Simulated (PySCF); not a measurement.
# Cs2F2 (Cs2(F)2): the cost of one run

Computed with PySCF 2.14.0. Level: PBE0, Cs def2-SVP with ECP46, F def2-SVP; scalar-relativistic core potentials, no spin–orbit coupling.

1 further run of the same task is left out (for a known fault of the program).

## (1) The system as given

4 atoms, charge 0, spin multiplicity 1.

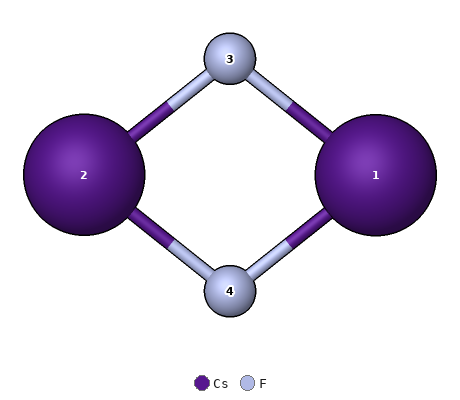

The structure; caesium purple, fluorine light blue; atoms are numbered from 1 in the order of the file.

Geometry (Å):

```
atom    x (Å)   y (Å)    z (Å)
 Cs1   0.0000  0.0000   2.0347
 Cs2   0.0000  0.0000  -2.0347
  F3   1.6273  0.0000   0.0000
  F4  -1.6273  0.0000   0.0000
```

Formal oxidation states: Cs +1. An earlier session relaxed this geometry at PBE0, Cs def2-SVP with ECP46, F def2-SVP (singlet, point group D2h).

Its energy there is -239.795336 Eh.

## (2) Multiplicity 3 at the relaxed geometry

Contents of run.py (the lines that set the calculation):

```python
mol = gto.M(atom='''
Cs     0.00000     0.00000     2.03471
Cs     0.00000     0.00000    -2.03471
F      1.62733     0.00000     0.00000
F     -1.62733     0.00000     0.00000''',
    basis={'Cs': 'def2-SVP', 'F': 'def2-SVP'},
    ecp={'Cs': 'def2-SVP'},
    charge=0, spin=2)
mf = dft.UKS(mol, xc='PBE0')
mf.grids.atom_grid = (50, 194)
mf = mf.density_fit()  # fitting sets: Cs def2-universal-JKFIT, F def2-universal-JKFIT
mf.conv_tol = 1e-08; mf.max_cycle = 55
mf.kernel(dm0)  # dm0: free metal ions and neutral atoms
```

On the command line:

```bash
OMP_NUM_THREADS=2 python run.py
```

**Question.** How long does this run take on 2 threads of Intel Xeon Platinum 8488C (Sapphire Rapids), shared host?

About 2 s.
